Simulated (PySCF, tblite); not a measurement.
**C₅H₈BF₃O₂: geometry, infrared bands and NMR shifts**

Wanted: the infrared bands and NMR shifts of C₅H₈BF₃O₂ (`FC(F)(F)C[C@H]1CCOBO1`), by calculation.

The runs use tblite 0.8.0 and PySCF 2.14.0, with density-fitted response routines of our own; the level of theory stands in each step. All values are computed, except where a source is named. Atoms are numbered from 0 throughout.

**1. Starting geometry**

19 atoms, charge 0, multiplicity 1; geometry from: force field or distance geometry start.

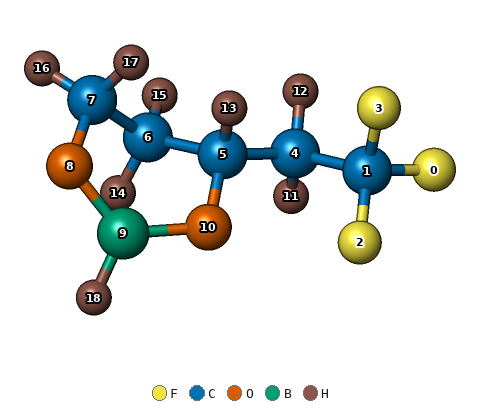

As it starts; fluorine yellow, carbon blue, oxygen orange, boron teal, hydrogen brown, atoms numbered.

**2. Relaxing the molecule with GFN2-xTB**

The job: settings as JSON, then the geometry in Å.

```
{"job": {"kind": "relax", "xc": "GFN2-xTB", "basis": "xTB"}, "charge": 0, "multiplicity": 1}
F      3.708700    -0.419800    -0.404000
C      2.478900    -0.656600     0.182300
F      2.132800    -1.994100     0.123200
F      2.620000    -0.249900     1.505200
C      1.463000     0.214900    -0.511700
C      0.128300    -0.042800     0.120200
C     -0.934400     0.815900    -0.553800
C     -1.960600     0.977300     0.575700
O     -2.566700    -0.295700     0.644500
B     -1.766300    -1.320900     0.015400
O     -0.319700    -1.348500    -0.004000
H      1.471100     0.039000    -1.602700
H      1.716100     1.279600    -0.310300
H      0.181400     0.198000     1.198200
H     -1.458900     0.267300    -1.355600
H     -0.539400     1.788000    -0.870500
H     -2.660300     1.789200     0.385500
H     -1.369900     1.077900     1.513900
H     -2.333900    -2.109500    -0.658900
```

The run is started by

```bash
$ OMP_NUM_THREADS=1 python probes_run.py task.json out
```

One launch serves the whole session: the jobs run in the order shown.

The log of the run:

```text
step      E/eV     max force
  0   -1044.96740    2.815
  1   -1045.34043    1.596
  2   -1045.59964    0.956
  3   -1045.68932    0.927
  4   -1045.87726    1.055
  5   -1045.96270    1.112
  6   -1046.10142    0.714
  7   -1046.17809    0.833
  8   -1046.25570    0.900
  9   -1046.32150    0.754
 10   -1046.39960    0.727
 11   -1046.46877    0.593
 12   -1046.52162    0.509
 13   -1046.55676    0.366
 14   -1046.58429    0.396
 15   -1046.60709    0.277
 16   -1046.62218    0.249
 17   -1046.63183    0.206
 18   -1046.64101    0.292
 19   -1046.65189    0.298
 20   -1046.66267    0.200
 21   -1046.67123    0.212
 22   -1046.67755    0.224
 23   -1046.68361    0.212
 24   -1046.69054    0.202
 25   -1046.69713    0.160
 26   -1046.70167    0.129
 27   -1046.70489    0.129
 28   -1046.70733    0.111
 29   -1046.70929    0.091
 30   -1046.71084    0.084
 31   -1046.71251    0.094
 32   -1046.71479    0.138
 33   -1046.71754    0.164
 34   -1046.71975    0.121
 35   -1046.72107    0.090
 36   -1046.72207    0.074
 37   -1046.72340    0.114
 38   -1046.72524    0.142
 39   -1046.72714    0.108
 40   -1046.72850    0.084
 41   -1046.72942    0.089
 42   -1046.73029    0.082
 43   -1046.73121    0.078
 44   -1046.73197    0.053
 45   -1046.73250    0.044
 46   -1046.73293    0.055
 47   -1046.73337    0.046
 48   -1046.73382    0.043
 49   -1046.73416    0.039
 50   -1046.73440    0.032
 51   -1046.73458    0.033
 52   -1046.73475    0.024
 53   -1046.73488    0.025
 54   -1046.73497    0.025
 55   -1046.73506    0.025
 56   -1046.73515    0.021
 57   -1046.73522    0.020
 58   -1046.73528    0.019
 59   -1046.73533    0.016
 60   -1046.73538    0.016
 61   -1046.73544    0.019
 62   -1046.73548    0.015
 63   -1046.73552    0.013
 64   -1046.73555    0.012
 65   -1046.73557    0.012
 66   -1046.73560    0.012
 67   -1046.73562    0.010
 68   -1046.73565    0.014
 69   -1046.73569    0.017
 70   -1046.73574    0.017
 71   -1046.73577    0.015
 72   -1046.73580    0.015
 73   -1046.73582    0.014
 74   -1046.73585    0.017
 75   -1046.73590    0.019
 76   -1046.73594    0.015
 77   -1046.73596    0.008
```

Run time: 0.93 s. Hardware: 1 thread of Arm Neoverse N1, shared host; peak memory 0.18 GiB.

The steps of the relaxation: (not every step is listed)

```tsv
step	energy from step 0 (eV)	largest force (eV/Å)
0	0.0000	2.8148
1	-0.3730	1.5960
2	-0.6322	0.9560
3	-0.7219	0.9268
4	-0.9099	1.0554
5	-0.9953	1.1121
6	-1.1340	0.7145
7	-1.2107	0.8332
8	-1.2883	0.8999
14	-1.6169	0.3962
20	-1.6953	0.1996
26	-1.7343	0.1294
32	-1.7474	0.1378
38	-1.7578	0.1418
44	-1.7646	0.0533
50	-1.7670	0.0319
56	-1.7677	0.0214
62	-1.7681	0.0153
68	-1.7683	0.0139
72	-1.7684	0.0152
73	-1.7684	0.0144
74	-1.7685	0.0170
75	-1.7685	0.0194
76	-1.7685	0.0153
77	-1.7686	0.0081
```

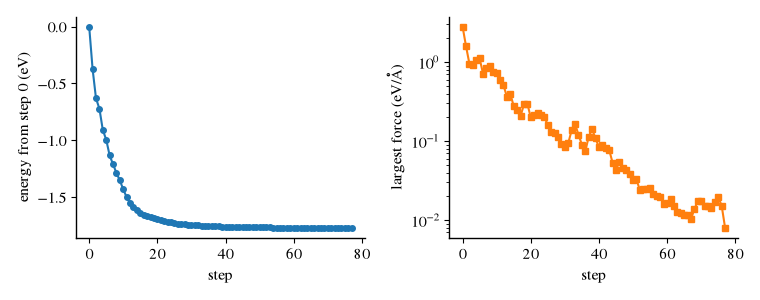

Energy and force, step by step.

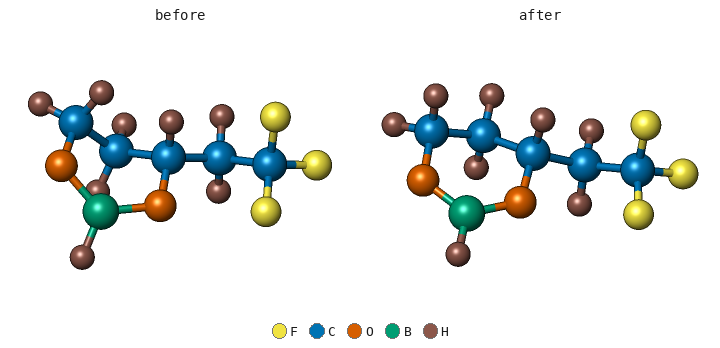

The geometry before (left) and after (right).

Close pairs (by a distance rule), those that changed most:

```tsv
bond	before (Å)	after (Å)	change (Å)
O8–B9	1.445	1.348	-0.097
B9–O10	1.447	1.355	-0.092
C1–F2	1.383	1.332	-0.051
C1–F3	1.391	1.344	-0.047
C4–C5	1.499	1.537	+0.038
F0–C1	1.383	1.347	-0.036
C5–O10	1.386	1.411	+0.025
C4–H12	1.113	1.091	-0.022
```

The next job starts from the end point, and lists it.

**3. Harmonic vibrations with GFN2-xTB**

The job: settings as JSON, then the geometry in Å.

```
{"job": {"kind": "ir", "xc": "GFN2-xTB", "basis": "xTB"}, "charge": 0, "multiplicity": 1}
F      3.733544    -0.535876    -0.547448
C      2.551840    -0.714676     0.074055
F      2.321246    -2.026448     0.071514
F      2.749850    -0.355253     1.353643
C      1.462259     0.106673    -0.588357
C      0.140929     0.056803     0.195591
C     -0.835008     1.126171    -0.307286
C     -2.180015     0.929925     0.392814
O     -2.640565    -0.399472     0.271734
B     -1.757918    -1.404187     0.101384
O     -0.414844    -1.232421     0.056351
H      1.310581    -0.292021    -1.592600
H      1.824065     1.133992    -0.650955
H      0.351633     0.230600     1.261860
H     -0.971005     0.997446    -1.383153
H     -0.448219     2.124584    -0.107730
H     -2.943330     1.577928    -0.050441
H     -2.092976     1.172971     1.459540
H     -2.171871    -2.487487    -0.017978
```

The log of the run:

```text
mode    cm-1     km/mol
  1      26.1      1.20
  2      61.2      1.57
  3      83.8      0.71
  4     143.4      1.28
  5     230.2      0.23
  6     258.4      1.48
  7     277.2      1.02
  8     334.2      0.78
  9     353.9      8.10
 10     447.8     20.10
 11     474.2     11.14
 12     478.8     17.21
 13     497.8      6.72
 14     536.4      6.13
 15     598.3     28.98
 16     715.0     13.25
 17     774.1     81.03
 18     828.4     13.39
 19     835.5      3.92
 20     886.5      5.51
 21     911.7      9.00
 22     934.1      5.66
 23     992.1     48.28
 24    1019.9      5.65
 25    1030.7    154.95
 26    1049.4    163.25
 27    1080.2     17.06
 28    1112.8     82.16
 29    1126.2     25.88
 30    1168.8    310.78
 31    1171.4     78.15
 32    1195.9    213.18
 33    1203.4     20.55
 34    1210.7     54.93
 35    1241.1    295.06
 36    1266.1      6.10
 37    1304.6     61.41
 38    1318.4     20.36
 39    1338.3    117.46
 40    1344.0     13.33
 41    1417.4      8.96
 42    1455.2      2.19
 43    1475.9      3.10
 44    2690.3    124.19
 45    2872.6     28.15
 46    2900.7     40.88
 47    2939.6     33.73
 48    2988.1     28.48
 49    3001.4      2.44
 50    3007.1      3.31
 51    3009.0     36.65
```

It took 1.2 s on 1 thread of Arm Neoverse N1, shared host; peak memory 0.18 GiB.

Which atoms move in the most intense modes:

```tsv
cm⁻¹	km/mol	atoms
1031	154.9	C1 40 %, F0 11 %
1049	163.2	C1 32 %, H12 15 %
1113	82.2	C5 22 %, C6 14 %, C7 12 %
1169	310.8	O10 20 %, B9 17 %, O8 11 %, C1 10 %
1196	213.2	C1 38 %
1241	295.1	B9 28 %, H15 18 %, O8 10 %
1338	117.5	H17 30 %, H16 18 %, C7 11 %, H14 11 %
2690	124.2	H18 92 %
```

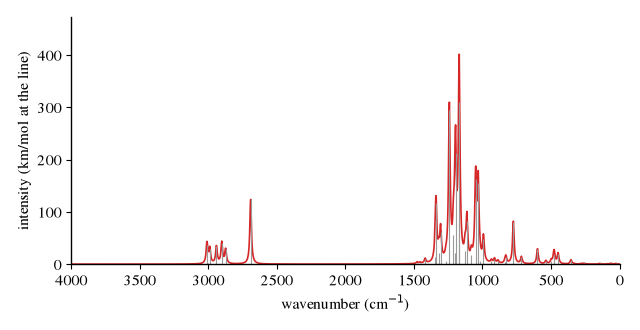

The infrared spectrum from these modes, unscaled. Lines are broadened to a width of 14 cm⁻¹ (Lorentzian).

**4. NMR shieldings: PBE0/pcSseg-1**

Settings changed since step 3:

```diff
@@ -1,2 +1,2 @@
-{"job": {"kind": "ir", "xc": "GFN2-xTB", "basis": "xTB"}, "charge": 0, "multiplicity": 1}
+{"job": {"kind": "nmr", "xc": "PBE0", "basis": "pcSseg-1"}, "charge": 0, "multiplicity": 1}
 F      3.733544    -0.535876    -0.547448
```

With the program's defaults for keys left out, this is: GIAO PBE0/pcSseg-1 NMR shielding, non-relativistic, gas phase.

The log of the run:

```text
coarse grid: 16912 points
cycle   1  E = -669.1909083040  dE =  1.846e+00  |g| = 1.131e+00  |ddm| = 3.822e+00
cycle   2  E = -668.9795740367  dE =  2.113e-01  |g| = 1.639e+00  |ddm| = 1.584e+00
cycle   3  E = -669.4094424098  dE = -4.299e-01  |g| = 8.458e-02  |ddm| = 9.792e-01
cycle   4  E = -669.4105418668  dE = -1.099e-03  |g| = 4.210e-02  |ddm| = 8.205e-02
cycle   5  E = -669.4109218480  dE = -3.800e-04  |g| = 8.996e-03  |ddm| = 3.740e-02
cycle   6  E = -669.4109353677  dE = -1.352e-05  |g| = 3.626e-03  |ddm| = 8.406e-03
cycle   7  E = -669.4109375896  dE = -2.222e-06  |g| = 5.709e-04  |ddm| = 2.355e-03
final grid: 167456 points
cycle   8  E = -669.5172470223  dE = -7.278e-05  |g| = 1.254e-02  |ddm| = 3.401e-02
cycle   9  E = -669.5172200879  dE =  2.693e-05  |g| = 1.786e-02  |ddm| = 1.814e-02
cycle  10  E = -669.5172764381  dE = -5.635e-05  |g| = 1.014e-03  |ddm| = 1.071e-02
cycle  11  E = -669.5172766535  dE = -2.154e-07  |g| = 2.946e-04  |ddm| = 1.139e-03
cycle  12  E = -669.5172766695  dE = -1.597e-08  |g| = 1.064e-04  |ddm| = 2.740e-04
cycle  13  E = -669.5172766712  dE = -1.776e-09  |g| = 2.849e-05  |ddm| = 7.911e-05
cycle  14  E = -669.5172766714  dE = -1.173e-10  |g| = 1.036e-05  |ddm| = 2.271e-05
converged SCF energy = -669.5172766714

GIAO shielding tensors (ppm)
atom      isotropic    diamagn.    paramagn.     s11        s22        s33       span
  0 F      245.867     468.480    -222.613    155.910    237.679    344.012    188.102
  1 C       51.908     242.824    -190.916     49.026     50.997     55.700      6.674
  2 F      250.921     473.981    -223.060    167.753    256.240    328.769    161.015
  3 F      260.531     475.202    -214.671    170.954    264.988    345.652    174.698
  4 C      140.049     249.611    -109.561    126.278    132.924    160.946     34.667
  5 C      118.240     247.838    -129.598    102.964    110.122    141.634     38.670
  6 C      149.685     252.838    -103.152    140.001    150.161    158.893     18.892
  7 C      122.417     245.145    -122.728    104.754    107.260    155.237     50.482
  8 O      207.771     393.543    -185.772     76.816    198.762    347.735    270.919
  9 B       77.341     197.965    -120.624     62.264     73.534     96.224     33.959
 10 O      187.697     396.335    -208.638     55.572    187.581    319.938    264.366
 11 H       29.463      30.388      -0.925     25.901     29.894     32.595      6.694
 12 H       29.716      30.549      -0.833     24.798     30.721     33.630      8.832
 13 H       27.213      33.414      -6.202     23.891     26.988     30.758      6.867
 14 H       30.016      32.676      -2.660     25.657     29.936     34.456      8.799
 15 H       30.134      32.196      -2.062     25.995     28.821     35.586      9.591
 16 H       27.392      27.913      -0.522     22.648     26.615     32.912     10.264
 17 H       27.399      29.849      -2.450     23.254     26.259     32.684      9.431
 18 H       27.749      30.354      -2.605     24.067     27.178     32.001      7.934
```

Wall time 89 s (1 thread of Arm Neoverse N1, shared host); peak memory 1.1 GiB.

The references, computed at this level on geometries of the same kind, shield at (ppm): 1H TMS 31.72, 13C TMS 186.9, 19F CFCl3 170.9, 17O H2O 336.1, 11B BF3·OEt2 100.1. Their shielding less the atom's gives the shift. The references are single molecules in the gas phase, so shifts against H2O, NH3, PH3, H3PO4 or CFCl3 are not on the usual liquid scales and can be off by tens of ppm. Atoms listed in one row are averaged.

```tsv
atoms	environment	σ (ppm)	δ (ppm)	δ scaled to CDCl3
C1	CF3 carbon	51.9	135.0	129.9
C5	sp3 CH bonded to O	118.2	68.7	65.1
C7	sp3 CH2 bonded to O	122.4	64.5	61.0
C4	sp3 CH2	140.0	46.9	43.8
C6	sp3 CH2 in a ring	149.7	37.2	34.4
H13	hydrogen on an sp3 CH bonded to O	27.21	4.50	4.35
H16	hydrogen on an sp3 CH2 bonded to O	27.39	4.33	4.18
H17	hydrogen on an sp3 CH2 bonded to O	27.40	4.32	4.18
H18	hydrogen on a boron bonded to 2 O, in a 6-membered ring	27.75	3.97	–
H11	hydrogen on an sp3 CH2	29.46	2.25	2.23
H12	hydrogen on an sp3 CH2	29.72	2.00	1.99
H14	hydrogen on an sp3 CH2 in a ring	30.02	1.70	1.71
H15	hydrogen on an sp3 CH2 in a ring	30.13	1.58	1.60
F0, F2, F3	fluorine of a CF3 group	252.4	-81.5	–
O10	oxygen bonded to C, B, in a 6-membered ring	187.7	148.4	–
O8	oxygen bonded to C, B, in a 6-membered ring	207.8	128.3	–
B9	boron bonded to 2 O, H, in a 6-membered ring	77.3	22.7	–
```

The scaled column applies a straight-line fit of computed shieldings to shifts measured in CDCl3, and one for carbons that bear F (root-mean-square error 0.16 ppm for H, 1.9 ppm for C).

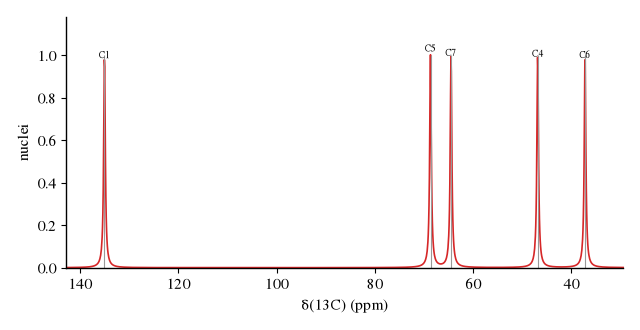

13C lines at the computed shifts, without couplings. Lines are broadened to a width of 0.39 ppm (Lorentzian).

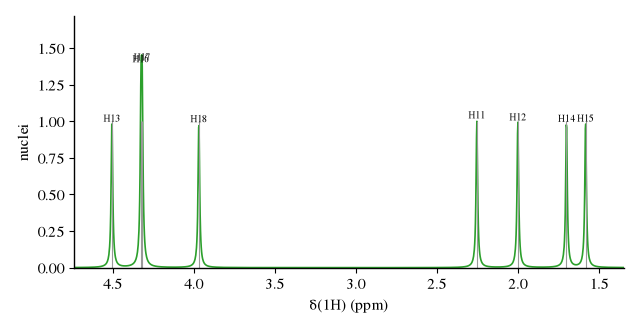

1H lines at the computed shifts, without couplings. Lines are broadened to a width of 0.01 ppm (Lorentzian).

Charges from the same density, by scheme (e):

```tsv
atoms	Mulliken	IAO	Hirshfeld	ESP fit
F0, F2, F3	-0.27	-0.28	-0.10	-0.22
C1	0.80	0.81	0.26	0.75
C4	-0.23	-0.31	-0.10	-0.86
C5	-0.04	0.09	0.05	0.73
C6	-0.27	-0.30	-0.08	-0.52
C7	0.10	-0.05	0.01	0.33
O8	-0.50	-0.40	-0.18	-0.57
B9	0.50	0.35	0.21	0.70
O10	-0.49	-0.40	-0.17	-0.59
```

Mulliken charges:

F0 -0.28; C1 0.80; F2 -0.25; F3 -0.28; C4 -0.23; C5 -0.04; C6 -0.27; C7 0.10; O8 -0.50; B9 0.50; O10 -0.49; H11 0.16; H12 0.15; H13 0.14; H14 0.13; H15 0.14; H16 0.13; H17 0.12; H18 -0.03

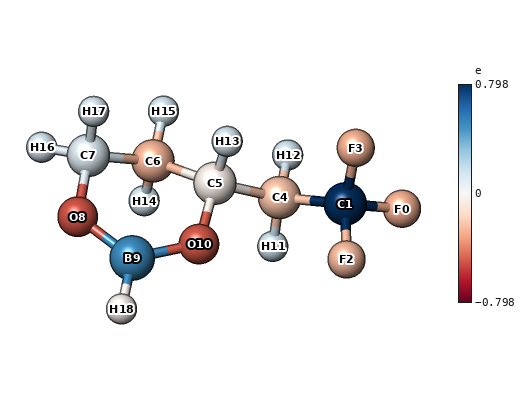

Mulliken charges, as colours on the atoms.

Mayer bond orders: F0–C1 0.99, C1–F2 1.03, C1–F3 0.98, C1–C4 1.03, C4–C5 0.99, C5–C6 1.02, C6–C7 1.06, C7–O8 0.88, O8–B9 1.18, B9–O10 1.15, O10–C5 0.87.

Ring of atoms C5, C6, C7, O8, B9, O10: NICS(0) -1.6, NICS(1) -1.5, NICS(1)zz 1.2 ppm (means of both faces; NICS(1) differs between them: -2.6 and -0.5).

**5. What came out**

| quantity | value |
| --- | --- |
| strongest single infrared mode (GFN2-xTB) | 1169 cm⁻¹, 311 km/mol |
| zero-point energy (GFN2-xTB) | 85.2 kcal/mol |
| 13C shifts against TMS (PBE0/pcSseg-1) | 135.0, 68.7, 64.5, 46.9, 37.2 ppm |
| 1H shifts against TMS (PBE0/pcSseg-1) | 4.50, 4.33, 4.32, 3.97, 2.25, 2.00, 1.70, 1.58 ppm |
| 19F shifts against CFCl3 (PBE0/pcSseg-1, means over atoms taken as alike) | -81.5 ppm |
| 17O shifts against H2O (PBE0/pcSseg-1) | 148.4, 128.3 ppm |
| 11B shifts against BF3·OEt2 (PBE0/pcSseg-1) | 22.7 ppm |

**Reading.** The optimisation took 77 steps and gained 1.769 eV; among the close pairs (by a distance rule), O8–B9 changed most, from 1.445 to 1.348 Å. All 51 modes are real, so the xTB geometry is a minimum. GFN2-xTB is a fitted tight-binding method: band positions and strengths are rough. Its intensities can rank the bands wrongly. H13 (hydrogen on an sp3 CH bonded to O) lies farthest downfield among hydrogen, at 4.50 ppm; its carbon carries O, hence the downfield position.
